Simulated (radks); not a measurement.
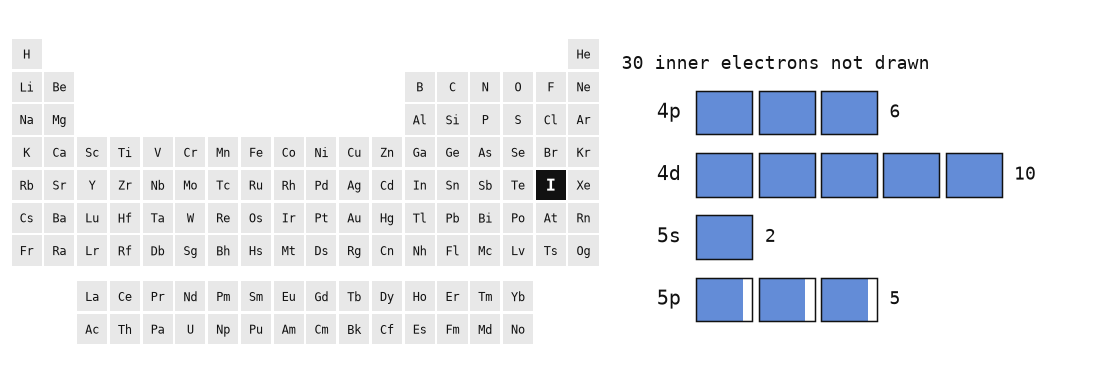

Left, the place of iodine in the periodic table; right, the outer shells as the input fills them: a box for each of the 2l + 1 orbitals, shaded by the share of the shell that is filled, with the electron count at the right.

**I: atomic calculation**

Atomic iodine (I) in the configuration [Kr] 4d10 5s2 5p5 (high spin). Computed at this level: scalar-relativistic Kohn-Sham, r2SCAN, spin-polarised, spherical densities, finite nucleus (the in-house radial solver radks).

## Input file
```
Z 53
configuration [Kr] 4d10 5s2 5p5
relativity scalar-relativistic
functional r2scan,r2scan
spin polarised
nucleus finite rms 4.75 fm
c 137.035999084
mixing 2.5
max_iterations 90
```

Energies in input and log are in hartree, lengths in bohr (the nuclear radius in fm).

Launched within a batch (the task file carries these settings):
```bash
python <driver script> task.json out
```

## Log
```
1s      1   1.0000       -1214.25419764
2s      1   1.0000        -188.22938907
2p      1   3.0000        -168.82897113
3s      1   1.0000         -38.23703840
3p      1   3.0000         -31.90880485
3d      1   5.0000         -22.44633063
4s      1   1.0000          -6.80024029
4p      1   3.0000          -4.80703380
4d      1   5.0000          -1.89112149
5s      1   1.0000          -0.67577572
5p      1   3.0000          -0.28426328
1s      2   1.0000       -1214.25237637
2s      2   1.0000        -188.22916444
2p      2   3.0000        -168.82782470
3s      2   1.0000         -38.23612516
3p      2   3.0000         -31.90754577
3d      2   5.0000         -22.44500655
4s      2   1.0000          -6.79723266
4p      2   3.0000          -4.80439536
4d      2   5.0000          -1.88701744
5s      2   1.0000          -0.64462284
5p      2   2.0000          -0.25472535
Etot -7117.11998283692
Ekin 7470.433929605306
Encl -17219.82605770353
Eh 2813.885417976978
Exc -181.61327271567427
err 4.316008738603045e-06
it 12
```

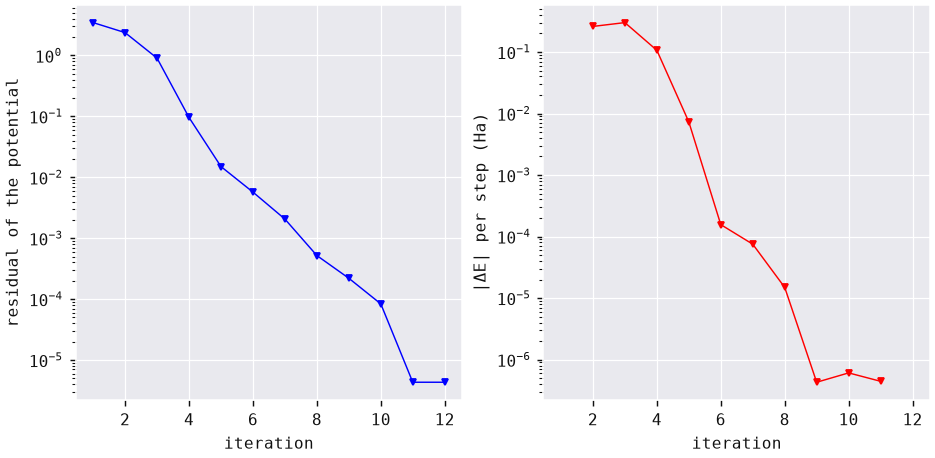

Convergence: residual of the potential and change of the energy from step to step (the smallest changes aren't drawn) against the iteration. The residual falls almost steadily, with no more than small rises or pauses. It goes from 3.5 to 4.3×10⁻⁶ in 12 steps.

## What the run reported

- outcome: converged
- total energy: −7117.1200 hartree
- kinetic energy: 7470.4339 hartree
- electron–nucleus energy: −17219.8261 hartree
- Hartree energy: 2813.8854 hartree
- exchange–correlation energy: −181.613273 hartree
- radius at density 0.001 e/bohr³: 4.50 bohr
- SCF iterations: 12
- hardware: 1 thread of Intel Xeon, 163 GiB of memory available, shared host

## What is odd here

A numerical setting was moved from its usual value: mixing factor beta = 2.5. The program ran to the end, and its total energy equals that of the same run with the usual input (−7117.11998 hartree) within 10⁻⁵ hartree, so the oddity leaves no trace in it.
